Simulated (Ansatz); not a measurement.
# AlFH₅NO: what the fields show

Input file:

```
crystal:
  periodic: [false, false, false]
  atoms:
    - { symbol: Al, position_ang: [0.078761, 0.523616, -0.321172] }
    - { symbol: F, position_ang: [-0.000528, -0.225944, 2.460176] }
    - { symbol: "N", position_ang: [1.66114, 0.067734, -1.001746] }
    - { symbol: H, position_ang: [1.811188, -0.770593, -1.568162] }
    - { symbol: H, position_ang: [2.557645, 0.526699, -0.825465] }
    - { symbol: H, position_ang: [-1.260286, -0.240776, -0.678652] }
    - { symbol: O, position_ang: [-0.092703, 1.998807, 0.635635] }
    - { symbol: H, position_ang: [0.660766, 2.603894, 0.749913] }
    - { symbol: H, position_ang: [-0.219383, 0.681363, 2.390774] }
basis:
  gaussian: { orbitals: def2-SVP }
hamiltonian:
  xc: pbe
relax:
  f_tol: 0.03
  max_steps: 50
output:
  orbitals: {}
```

Command:

```sh
ansatz run input.yaml --threads 2 --pin off --max-ram 3072MiB --backend cpu --events-out ev --progress --plain --runs-dir out
```

The fields are those of the run's last geometry, not of the input's.

All numbers below come from RKS PBE/def2-SVP in Ansatz.

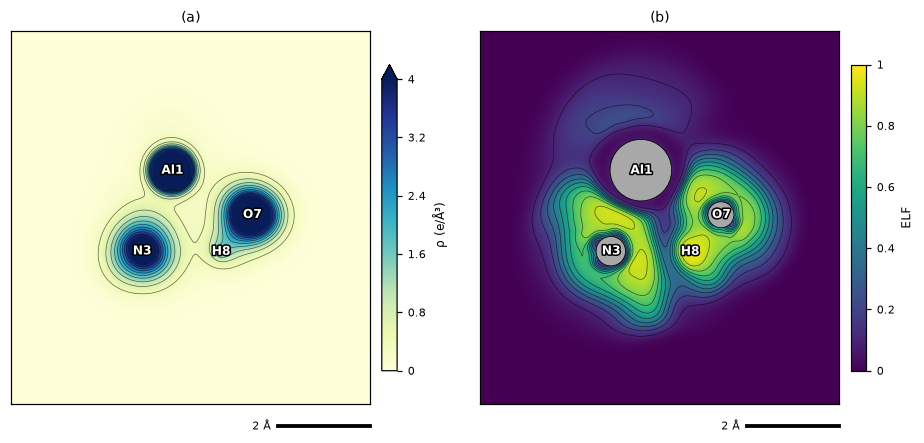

Figure 1. (a) electron density; (b) ELF on the plane of atoms N3, Al1 and O7. Grey discs cover the atomic cores in the ELF map.

Describe what can be read from this map.

Answer.
- The plane passes through Al, N, O and H nuclei.
- Al–N (1.87 Å): the density is about 0.71 e/Å³ at the midpoint; the ELF peaks at about 0.95 between the atoms: a polar covalent bond.
- Al–O (1.99 Å): the density is about 0.45 e/Å³ at the midpoint; the ELF peaks at about 0.90 in the valence shell of O, 0.6 Å from its nucleus, and is about 0.50 at the midpoint.
- The ELF also peaks beside N3, away from the bonds: lone-pair regions.

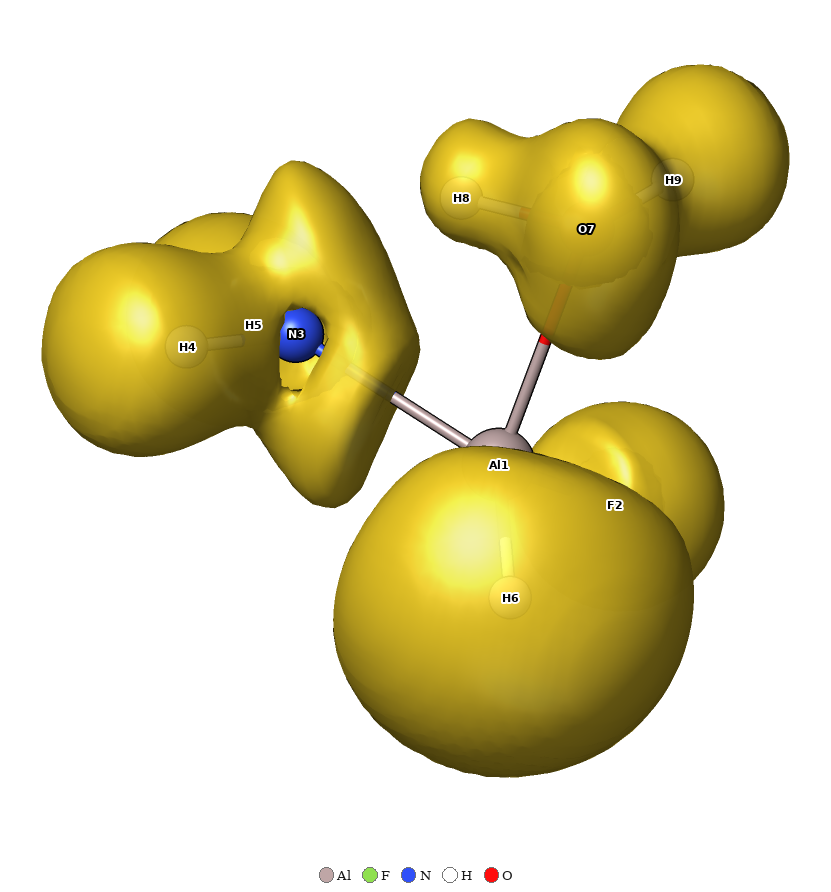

Figure 2. Isosurface of the electron localisation function at 0.75 (yellow), seen across its widest extent. Core shells and regions of very low density are left out.

Where are the electrons localised?

Answer. At this value the surface marks out one region around a hydrogen nucleus, one region wrapped around F (its valence shell), one joined region spread over several atoms (H, N), in which their bonds and any lone pairs are merged and one joined region spread over several atoms (H, O), in which their bonds and any lone pairs are merged. Profiles from the grid: Al–F (1.70 Å): the ELF peaks at about 0.85 in the valence shell of F, 0.6 Å from its nucleus, and is about 0.30 at the midpoint.

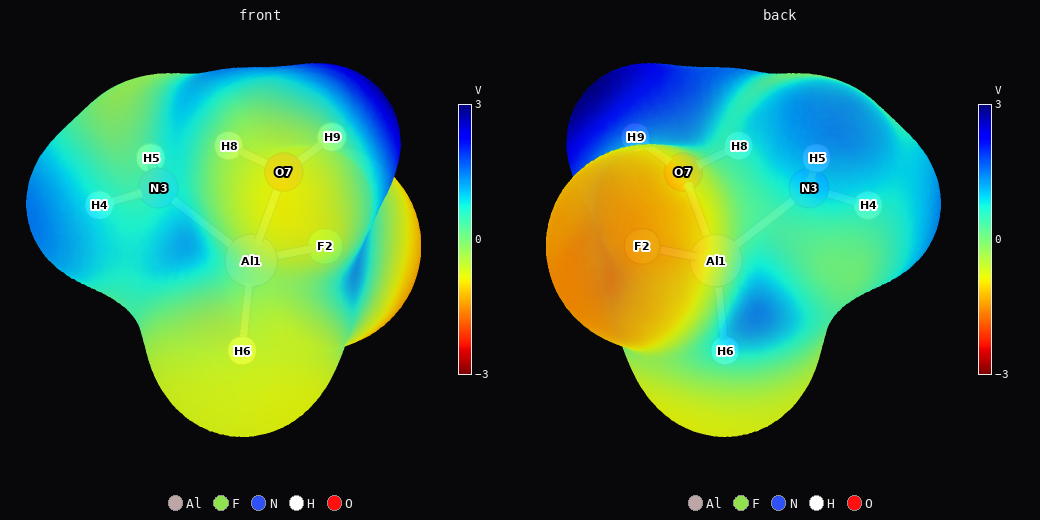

Figure 3. The electrostatic potential painted on the density surface at 0.002 e/bohr³, seen from the front and from behind; red is negative and blue positive.

Describe the electrostatic potential map.

Answer. The most negative region (about −1.6 V) lies over F2, the most positive (about +2.9 V) over H9.

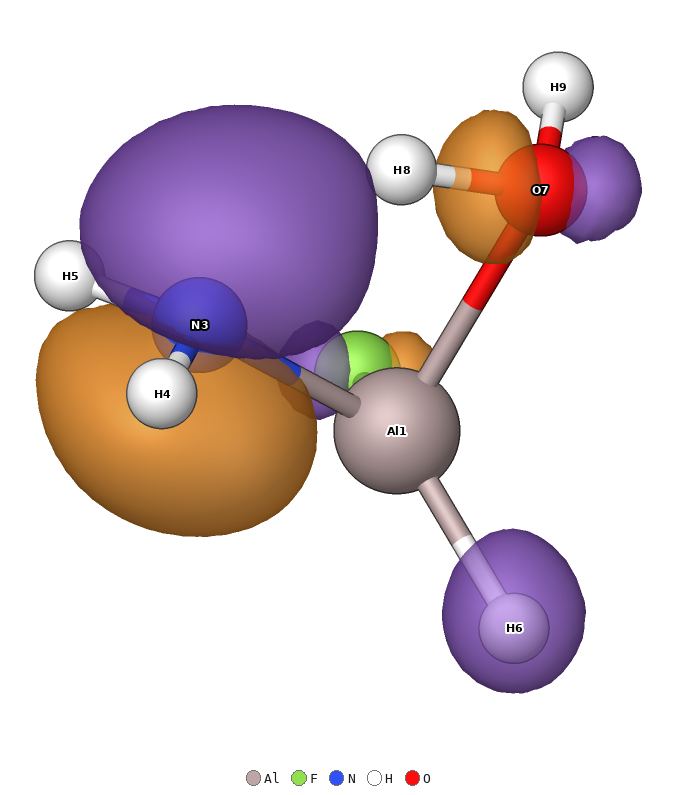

Figure 4. The HOMO at ±0.15 Å⁻³ᐟ² (orange and purple are the two phases), seen at an oblique angle.

What is the character of this orbital?

Answer. By Hirshfeld shares it lies mainly on N3 (about 65 %). Its energy is −6.09 eV.
